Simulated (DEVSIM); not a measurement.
Structure: Si n-i-p diode, at 350 K.

| layer (left to right) | material | thickness (μm) | Nd (cm⁻³) | Na (cm⁻³) | τn (s) | τp (s) |
|---|---|---|---|---|---|---|
| 1 | Si | 0.250 | 1.7e18 | - | 0.00023 | 0.00023 |
| 2 | Si | 0.310 | - | 3.2e12 | 0.00023 | 0.00023 |
| 3 | Si | 0.260 | - | 1.3e18 | 0.00023 | 0.00023 |

Left contact: ohmic. Right contact: ohmic. Voltage is applied to the left contact. Recombination: SRH at mid-gap, Auger. Mobility is constant in doping.

This is a model device: material constants are rounded textbook-type values typed into the input, and sizes, dopings and lifetimes were drawn at random. Values at 300 K; Nc and Nv go as T^1.5, mobilities as T to minus their exponent, the gap by Varshni's rule with the affinity fixed.

```csv
parameter,Si
gap (eV),1.124
affinity (eV),4.05
permittivity,11.7
Nc (cm⁻³),2.86e19
Nv (cm⁻³),3.1e19
μn (cm²/Vs),1417
μp (cm²/Vs),470
T exponent of μn,2.3
T exponent of μp,2.2
Cn (cm⁶/s),2.8e-31
Cp (cm⁶/s),9.9e-32
Varshni α (eV/K),0.000473
Varshni β (K),636
```

Simulated with DEVSIM: 1D drift-diffusion, Boltzmann statistics, complete ionisation; no tunnelling, impact ionisation, image-force lowering or self-heating.

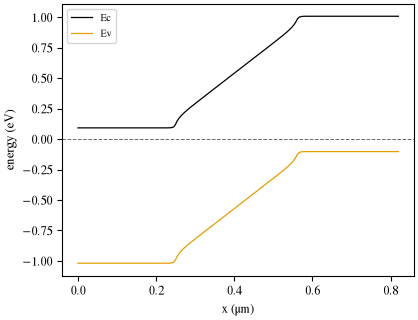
*Band edges at zero bias*

Energies count from the Fermi level of the right contact; mesh points crowd at the junctions.

```tsv
x (μm)	Ec (eV)	Ev (eV)	n (cm⁻³)	p (cm⁻³)	field (V/cm)
0.000	0.092	-1.019	1.7e18	84000	≈ 0
0.01748	0.092	-1.019	1.7e18	84000	≈ 0
0.04271	0.092	-1.019	1.7e18	84000	≈ 0
0.08507	0.092	-1.019	1.7e18	84000	≈ 0
0.1608	0.092	-1.019	1.7e18	84000	≈ 0
0.2047	0.092	-1.019	1.7e18	84000	≈ 0
0.2308	0.092	-1.018	1.7e18	84000	400
0.2531	0.145	-0.966	3.0e17	480000	58000
0.2710	0.214	-0.897	3.0e16	4800000	30000
0.3016	0.296	-0.815	2.0e15	7.2e7	25000
0.3511	0.419	-0.692	3.3e13	4.3e9	25000
0.4442	0.650	-0.460	1.6e10	9.2e12	25000
0.4962	0.780	-0.331	2.1e8	6.7e14	25000
0.5315	0.870	-0.241	1.1e7	1.3e16	27000
0.5578	0.963	-0.148	490000	2.9e17	58000
0.5730	1.007	-0.104	110000	1.2e18	3300
0.5983	1.008	-0.103	110000	1.3e18	≈ 0
0.6348	1.008	-0.103	110000	1.3e18	≈ 0
0.7144	1.008	-0.103	110000	1.3e18	≈ 0
0.7646	1.008	-0.103	110000	1.3e18	≈ 0
0.7961	1.008	-0.103	110000	1.3e18	≈ 0
0.8200	1.008	-0.103	110000	1.3e18	≈ 0
```
